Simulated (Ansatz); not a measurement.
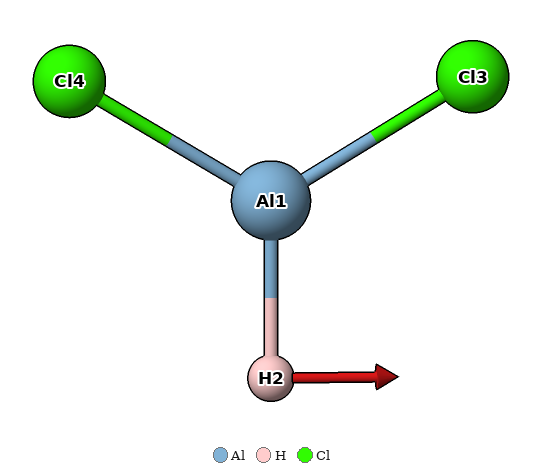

The arrows show one normal mode. Harmonic vibrations computed with RKS PBE0-D4/def2-TZVP (Ansatz 0.2.0) at a stationary point of the same level.

Describe the motion.

Mostly Cl–Al–H bending.

At what wavenumber does it lie?

659 cm⁻¹; it is mode 5 of 6 counted from the lowest.
